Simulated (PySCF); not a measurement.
C₂H₅NSi, SMILES C([SiH3])C#N at its CAM-B3LYP/def2-SVP optimised geometry (Å):

```
9

N      2.4202    -0.9305     0.0006
C      1.2672    -0.9677     0.0000
C     -0.1871    -0.9677     0.0000
Si    -0.9406     0.7833     0.0000
H     -0.5512    -1.5129    -0.8850
H     -0.5507    -1.5123     0.8856
H     -0.5068     1.5108    -1.2197
H     -0.5009     1.5129     1.2163
H     -2.4202     0.6338     0.0037
```

Method: CAM-B3LYP/def2-TZVP run with PySCF 2.14.0. Cells within 0.4 Å of a nucleus heavier than hydrogen are left out (blank, or x).

Map of the Laplacian of the electron density (e/bohr⁵), clipped to [-1.50, 1.50] on the plane z = 0.0 Å:

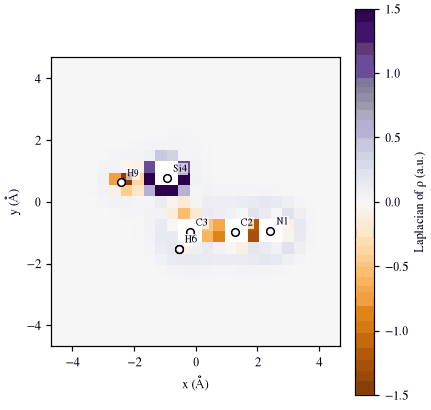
Laplacian of the electron density (e/bohr⁵), clipped to [-1.50, 1.50] on the plane z = 0.0 Å.
